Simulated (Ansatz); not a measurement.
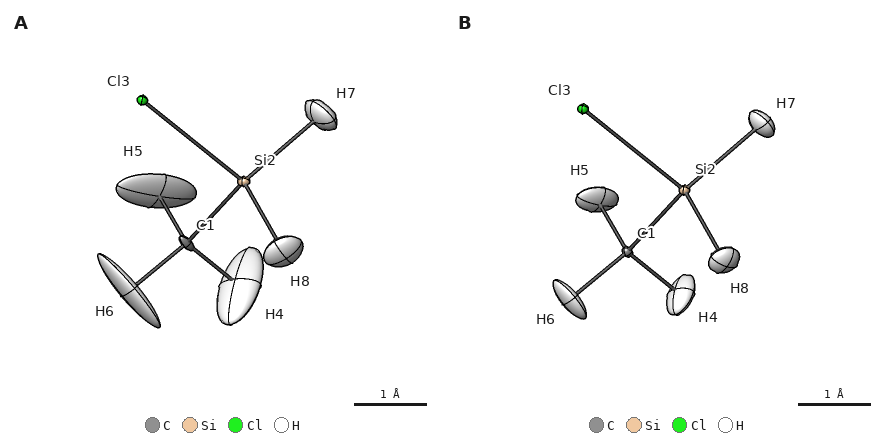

Displacement ellipsoids at the 50 % level, from the internal vibrations of the free molecule (harmonic, no overall translation or rotation; no half-axis is drawn under 0.075 Å). Vibrations computed with RKS PBE0-D4/def2-TZVP (Ansatz 0.2.0). One panel is for 100 K, the other for 600 K.

Question: Which panel is for 600 K?

Answer: A.

Question: How much does the mean-square displacement of H4 grow, and why?

Answer: U_eq goes from 0.0265 to 0.0822 Å², a factor of 3.1. Modes below kT (417 cm⁻¹ at 600 K) grow about in proportion to T, and the lowest lies at 164 cm⁻¹; the mean-square amplitude of a mode is its zero-point value times coth(ħω/2kT), which comes close to 1 only above about 3kT.
